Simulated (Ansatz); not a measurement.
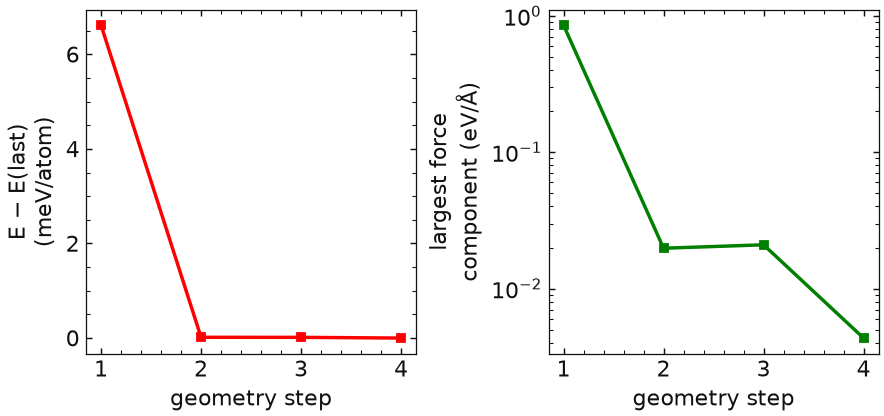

History of a geometry optimisation. Only the atoms move.

```
crystal:
  lattice:
    - [-3.949144, 6.839749, 0.0]
    - [3.949144, 0.0, 4.144828]
    - [3.949144, 6.839749, 0.0]
  atoms:
    - { symbol: Sc, position: [0.24852, 0.49704, 0.75148] }
    - { symbol: Sc, position: [0.75148, 0.50296, 0.24852] }
    - { symbol: Sc, position: [0.25, 0.5, 0.25] }
    - { symbol: Sc, position: [0.75, 0.5, 0.75] }
    - { symbol: Pd, position: [0.66662, 0.0, 0.66662] }
    - { symbol: Pd, position: [0.33338, 0.0, 0.33338] }
    - { symbol: Ge, position: [0.1647, 0.0, 0.1647] }
    - { symbol: Ge, position: [0.8353, 0.0, 0.8353] }
    - { symbol: Ge, position: [0.83414, 0.0, 0.33054] }
    - { symbol: Ge, position: [0.16586, 0.0, 0.66946] }
    - { symbol: Ge, position: [0.66946, 0.0, 0.16586] }
    - { symbol: Ge, position: [0.33054, 0.0, 0.83414] }
  symmetry: { tolerance: 0.0003 }
kpoints:
  mp_grid: { grid: [4, 4, 4], shift: [0, 0, 0] }
magnetization:
  spin_polarized: false
scf:
  occupations: { method: fermi_dirac, width: 0.0126 }
  lower_state_search: "off"
hamiltonian:
  pseudopotentials: { kind: paw }
  xc: r2scan
  hubbard:
    projectors: all-electron-ortho-atomic
    sites: [{ species: Pd, l: d, u_eff: 0.53 }]
basis:
  ecutwfc: 500
  fft_grid_basis: typed
relax:
  max_steps: 60
output:
  forces: true
  stress: true
  eigenvalues: true
  populations: true
  elf: true
  write_potential: true
  volumetric_format: npy
  dos:
    e_range: [-12, 8]
    de: 0.05
    projected: { site_lists: { Ge: [Ge], Pd: [Pd], Sc: [Sc] } }
  bader: false
checkpoint:
  read: saved_state
```

Launched with:
```bash
ansatz run input.yaml --threads 2 --pin off --max-ram 3584MiB --backend cpu --events-out ev --progress --plain --runs-dir out
```

> How did it end, and what did it gain?

The optimisation met its thresholds at geometry 4, counting the start as the first. The energy fell by about 6.6 meV/atom from the first step to the last. The largest force component goes from about 0.86 eV/Å at the start to 4 × 10⁻³ eV/Å at the end.
